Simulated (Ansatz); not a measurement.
Complex (SMILES): F (HF) with F (HF), atoms 1 to 2 the first; geometry from A24 set, monomers rigid:
```xyz
4

H      0.0000     0.8027     1.6953
F      0.0000    -0.0460     1.3403
H      0.0000    -0.1204    -0.4908
F      0.0000     0.0098    -1.4042
```

Basis-set convergence of the counterpoise-corrected interaction energy at HF with Ansatz (a first-principles code). Cartesian d functions, on some or all atoms, in 6-31G**; all else is spherical. No added dispersion term, no relativity. Functions are those of the species that has most. Reference: the value in aug-cc-pV5Z, -3.82 kcal/mol. Deviations are taken from unrounded values.

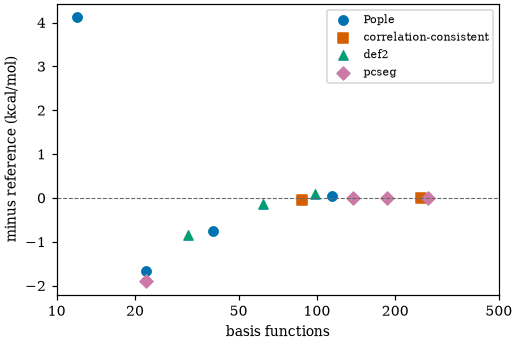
*Deviation from the reference against the number of basis functions, by family of sets.*

| basis | functions | counterpoise-corrected interaction energy (kcal/mol) | minus reference (kcal/mol) |
|---|---|---|---|
| STO-3G | 12 | 0.30 | 4.12 |
| 3-21G | 22 | -5.48 | -1.66 |
| pcseg-0 | 22 | -5.72 | -1.90 |
| def2-SV(P) | 32 | -4.66 | -0.84 |
| 6-31G** | 40 | -4.56 | -0.74 |
| def2-SVPD | 62 | -3.95 | -0.13 |
| cc-pVTZ | 88 | -3.87 | -0.05 |
| def2-TZVPD | 98 | -3.74 | 0.08 |
| 6-311++G(3df,3pd) | 114 | -3.78 | 0.04 |
| aug-pcseg-2 | 138 | -3.82 | 0.00 |
| pcseg-3 | 186 | -3.83 | 0.00 |
| aug-cc-pVQZ | 252 | -3.82 | 0.00 |
| aug-pcseg-3 | 268 | -3.83 | -0.01 |
